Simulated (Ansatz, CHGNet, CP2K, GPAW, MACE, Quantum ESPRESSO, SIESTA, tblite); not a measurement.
## Random rock-salt (Na, Li, K)Cl solid solution (64 atoms) in tblite

How near does tblite come to plane waves for random rock-salt (Na, Li, K)Cl solid solution (64 atoms)?

Calculated with tblite 0.8.0; the method is named at each step.

### 1. Set-up

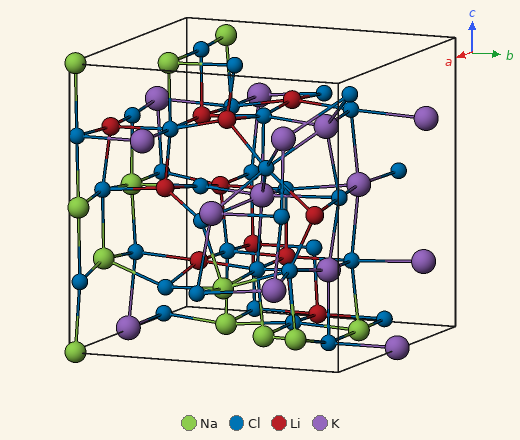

The starting structure, seen slightly off an axis (sodium green, chlorine blue, lithium red, potassium purple). Some periodic images of atoms are drawn too.

The cell holds 64 atoms: 10 Na, 32 Cl, 11 Li and 11 K. Its edges and angles: a = 11.382 Å, b = 11.382 Å, c = 11.382 Å, α = 90.0°, β = 90.0°, γ = 90.0°. Rock-salt lattice (a = 5.691 Å, the mean of the end members), 2 x 2 x 2 cells, metal sites filled at random with 10 Na, 11 Li, 11 K; then minimised and run for 3 ps at 250 K (NVT) with a classical potential, last frame taken. Then every atom was moved at random, 0.05 Å r.m.s. a Cartesian component.

The yardstick, on the same geometry:

- method: Kohn-Sham DFT, PBE, SSSP efficiency 1.3.0 pseudopotentials, plane waves (Quantum ESPRESSO 7.5); sssp-pbe-1.3.0-efficiency, cutoffs 45/360 Ry, Γ point
- r.m.s. force component: 0.2488 eV/Å
- longest force: 0.9208 eV/Å
- pressure: 2.079 GPa
- gap (highest filled to lowest empty level): 3.943 eV
- time: 4.3 min on 2 MPI ranks of Arm Neoverse V1, shared host
- CPU time: 8.7 min

### 2. GFN1-xTB

Method: GFN1-xTB tight binding, diagonalisation.

Contents of run.py:

```python
import numpy as np
from ase.io import read
from tblite.ase import TBLite

atoms = read("structure.xyz")
atoms.calc = TBLite(method="GFN1-xTB", electronic_temperature=580, accuracy=1.0, max_iterations=250, mixer_damping=0.4, verbosity=1)
energy = atoms.get_potential_energy()
forces = atoms.get_forces()
print(f"energy {energy:.6f} eV")
print("forces (eV/A)")
for i, (a, f) in enumerate(zip(atoms, forces)):
    print(f"{i:4d} {a.symbol:2s} {f[0]:10.5f} {f[1]:10.5f} {f[2]:10.5f}")
stress = -atoms.get_stress(voigt=False) * 160.21766
print("stress (GPa, compression positive)")
for row in stress:
    print(" ".join(f"{x:10.4f}" for x in row))
print("charges (e)")
print(np.array2string(atoms.get_charges(), precision=4, suppress_small=True, max_line_width=110, threshold=100000))
```

Contents of structure.xyz:

```xyz
64
Lattice="11.38200 0.00000 0.00000 0.00000 11.38200 0.00000 0.00000 0.00000 11.38200" Properties=species:S:1:pos:R:3 pbc="T T T"
Na 11.19909 0.17301 11.37711
Cl 2.58599 0.16242 0.15730
Li 0.49000 3.01828 2.75262
Cl 2.96774 3.01930 2.87088
K 2.74249 11.22584 2.98516
Cl 11.01436 0.27863 2.74010
Na 3.01282 2.98425 11.37767
Cl 0.13454 2.94043 0.14136
Na 11.20387 0.30003 5.69624
Cl 2.89900 0.21751 5.78513
K 11.35468 3.06790 8.53570
Cl 3.03103 3.22270 8.58977
K 2.91243 0.02686 8.66102
Cl 11.10872 0.19133 8.49666
Li 3.06529 2.76230 5.45118
Cl 0.43320 2.94077 5.55669
Li 0.19452 5.63455 0.12657
Cl 2.73794 5.70819 0.20692
K 11.24758 8.59432 3.01407
Cl 2.81318 8.20824 2.82342
Li 3.07644 5.56261 2.84459
Cl 0.00672 5.39484 2.69401
Na 2.75240 8.49040 0.08832
Cl 0.07808 8.40925 0.10528
K 11.12249 5.90202 5.84067
Cl 2.89592 5.46564 5.45790
K 10.40736 8.63063 8.84734
Cl 3.24740 8.37419 8.85394
Li 3.03706 5.79014 9.03367
Cl 0.39257 5.98932 8.88046
K 2.82843 8.51931 5.84682
Cl 11.36584 8.96856 5.96792
K 5.71889 0.02299 0.07307
Cl 8.70780 10.70557 10.47918
Li 5.65594 2.99096 2.91607
Cl 8.15315 2.65815 2.24157
Na 8.38649 0.14592 3.23203
Cl 5.68349 0.31904 3.07473
Na 8.58521 2.97856 11.16517
Cl 5.52687 3.02295 11.21537
Na 5.76965 0.18336 5.74825
Cl 8.52535 0.15400 5.97031
Li 5.65424 3.11241 8.63279
Cl 8.29725 2.92700 8.50782
Li 8.46263 0.47349 8.46992
Cl 5.87300 0.26361 8.48187
Li 7.93086 2.54115 6.10940
Cl 5.34146 2.91812 5.79845
Na 5.57456 5.68667 0.10517
Cl 8.61891 5.79105 11.27615
K 5.72583 8.49837 2.93849
Cl 8.45831 8.03911 3.30886
Na 8.49177 5.24972 2.42585
Cl 5.62840 5.43900 2.73498
Na 8.52637 8.32343 0.63136
Cl 5.59425 8.44783 0.04189
[... 4 atom lines left out ...]
Li 8.07416 5.22366 9.01022
Cl 5.63944 5.71661 8.80705
Li 8.40606 9.08602 5.55396
Cl 5.80619 8.99440 5.83168
```

Started as:

```
> OMP_NUM_THREADS=1 python run.py > output.txt
```

Output:

```text
------------------------------------------------------------
  cycle        total energy    energy error   density error
------------------------------------------------------------
      1     -150.8560987809  -1.5059862E+02   5.5867097E-01
      2     -150.2954854005   5.6061338E-01   3.3568660E-01
      3     -80.45265669265   6.9842829E+01   6.1829972E-01
      4     -149.9662878663  -6.9513631E+01   1.0113578E-01
      5     -150.7184643268  -7.5217646E-01   6.4633621E-02
      6     -151.2547982760  -5.3633395E-01   2.2178352E-02
      7     -151.3105640185  -5.5765742E-02   1.0210323E-02
      8     -151.3232855766  -1.2721558E-02   3.9475098E-04
      9     -151.3232851761   4.0054977E-07   1.8577821E-04
     10     -151.3232805140   4.6621076E-06   2.0776403E-04
     11     -151.3232865030  -5.9890537E-06   8.9956331E-06
     12     -151.3232865036  -6.3286620E-10   3.1342587E-06
------------------------------------------------------------
 total:                                   3.109 sec
energy -4117.716364 eV
forces (eV/A)
   0 Na    0.21098   -0.08153   -0.11490
   1 Cl    0.07644   -0.12401   -0.05150
   2 Li    0.10434    0.08664    0.19393
   3 Cl    0.10339   -0.04807   -0.05610
   4 K    -0.11381    0.29583    0.01675
   5 Cl   -0.02253   -0.02070    0.11939
   6 Na   -0.35570   -0.07589    0.03023
   7 Cl   -0.21029    0.12934    0.08043
   8 Na    0.36848    0.07868    0.05476
   9 Cl   -0.04322    0.11621   -0.07398
  10 K     0.18695    0.14750   -0.11248
  11 Cl    0.26597    0.04702    0.10858
  12 K    -0.11400    0.10577   -0.07624
  13 Cl   -0.06996    0.11728   -0.02749
  14 Li   -0.35237    0.27604    0.06161
  15 Cl    0.14422   -0.36837   -0.26617
  16 Li    0.17988    0.08023   -0.06890
  17 Cl    0.07373   -0.06773    0.01572
  18 K     0.21707   -0.18990   -0.02064
  19 Cl    0.06913   -0.05395    0.00741
  20 Li   -0.14803    0.03356    0.20122
  21 Cl    0.00844    0.04031   -0.30815
  22 Na    0.00955    0.04280   -0.06433
  23 Cl   -0.30314    0.04149    0.27134
[...]
56 K    -0.07568   -0.12023    0.02833
  57 Cl   -0.25665   -0.12914    0.14830
  58 K     0.01401    0.00889   -0.09473
  59 Cl   -0.00640    0.18948    0.13334
  60 Li   -0.06684    0.34403   -0.32610
  61 Cl    0.15147   -0.45485    0.07742
  62 Li    0.01127   -0.43702    0.22935
  63 Cl    0.37228   -0.05503   -0.20783
stress (GPa, compression positive)
   -2.8848     0.0504    -0.0291
    0.0504    -3.0619     0.0899
   -0.0291     0.0899    -2.3375
charges (e)
[ 0.7929 -0.6758  0.482  -0.4868  0.519  -0.6511  0.786  -0.5996  0.8096 -0.6291  0.4938 -0.5569  0.5326
 -0.6367  0.5031 -0.5822  0.4704 -0.5482  0.5295 -0.6273  0.4936 -0.5386  0.8194 -0.6461  0.5299 -0.5602
  0.5264 -0.619   0.5075 -0.5681  0.5731 -0.6321  0.5109 -0.6188  0.4785 -0.645   0.7647 -0.642   0.7528
 -0.6305  0.8105 -0.5201  0.4697 -0.4643  0.4666 -0.6006  0.4516 -0.4971  0.7768 -0.5995  0.5422 -0.6219
  0.7855 -0.5818  0.7868 -0.6866  0.4979 -0.5898  0.5395 -0.5524  0.4722 -0.532   0.4908 -0.6259]
```

The job ended after 3.7 s (1 thread of Arm Neoverse V1, shared host; peak memory 0.12 GiB).

Banners, paths, timers and routine set-up lines are dropped from the logs unmarked, and long logs keep their key lines alone; longer cuts are marked.

Against the reference:

| Property | Result |
| --- | --- |
| r.m.s. force component | 0.182 eV/Å |
| r.m.s. difference of force components | 98.11 meV/Å |
| longest difference of force vectors | 319.7 meV/Å |
| force difference over r.m.s. force | 39.43 % |
| slope of forces against the reference's | 0.6899 |
| correlation of force components | 0.943 |
| pressure | -2.761 GPa |
| pressure difference | -4.84 GPa |

Length of the force difference by element (eV/Å):

```
element  atoms  mean  most
     Cl     32  0.13  0.32
      K     11  0.17  0.30
     Li     11  0.17  0.27
     Na     10  0.17  0.30
```

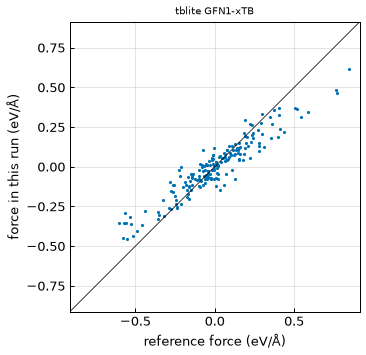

Force components against those of the reference; the line marks equality.

Local excerpt of 14 atoms (numbers count through the whole input) about Cl48, which bears the longest force; x, y, z are measured from there.

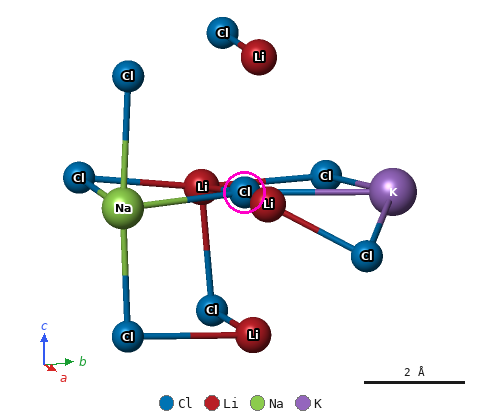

The atoms of the table, within 3.8 Å (arrows a, b, c point along x, y, z); some may hide others; the central atom is ringed.

```
atom      x      y      z  distance (Å)  bonds  Mulliken charge (e)      Fx      Fy  Fz (eV/Å)
Cl48   0.00   0.00   0.00          0.00      6                -0.50   0.618  -0.282      0.049
Li15  -2.28  -0.16  -0.35          2.31      5                 0.50  -0.352   0.276      0.062
Li47   2.59  -0.38   0.31          2.64      4                 0.45  -0.093   0.239     -0.022
Na41   0.43  -2.73  -0.05          2.77      6                 0.81  -0.360   0.133      0.122
Li43   0.31   0.19   2.83          2.86      6                 0.47  -0.353  -0.045     -0.113
Li35   0.31   0.07  -2.88          2.90      5                 0.48  -0.146  -0.023      0.073
 K57   0.70   2.91  -0.05          2.99      7                 0.50  -0.076  -0.120      0.028
Cl26  -2.45   2.55  -0.34          3.55      5                -0.56   0.109   0.100     -0.200
Cl12  -2.31   0.30   2.79          3.64      5                -0.56   0.266   0.047      0.109
Cl10  -2.44  -2.70  -0.01          3.64      6                -0.63  -0.043   0.116     -0.074
Cl58   3.32   1.48  -0.74          3.71      4                -0.59  -0.257  -0.129      0.148
 Cl4  -2.37   0.10  -2.93          3.77      6                -0.49   0.103  -0.048     -0.056
Cl38   0.34  -2.60  -2.72          3.78      6                -0.64   0.207  -0.048     -0.083
Cl46   0.53  -2.65   2.68          3.81      6                -0.60   0.327   0.313      0.002
```

Atoms are counted from 1 here, from 0 in the log.

Forces lie 39 % from the reference's, at 0.0071 times its CPU time (on 1 against 2 cores).

### 3. Results

```yaml
force_difference_from_the_reference: tblite GFN1-xTB, 39 %
its_cpu_time: 3.7 s
```

**Reading.** Tight binding differs by 39 % (tblite GFN1-xTB); it is another model, with fitted parameters of its own, and the xTB methods hold dispersion. One electronic-structure run takes under half the reference's CPU time: tblite GFN1-xTB, at 39 % in 3.7 s against 8.7 min; its pressure misses by -4.8 GPa. Periodic xTB results under one method name differ between programs and library versions. The reference's pressure holds the uncorrected Pulay stress of its 45 Ry basis, so small pressure differences, and their order, may be the reference's own error. The host structure and its lattice constant were typed by rule, without a check against the phase diagram. The reference's pressure of 2.1 GPa belongs to a cell and atoms that aren't relaxed at this level. The electronic-structure runs sample only Γ, in a cell whose shortest periodic width is 11 Å.

[Also dropped from logs without a mark: logging warnings of Python, and SIESTA's first energy breakdown and zero terms.]

[Logs are printed without paths, hosts, clocks, repeated set-up lines and the standing remarks that a program may print on its own settings, such as how far it seeks lower states.]

[Hosts, paths, dates, database ids (printed as entryN), source tags and the programs' standing remarks are cut or masked in the printed files.]
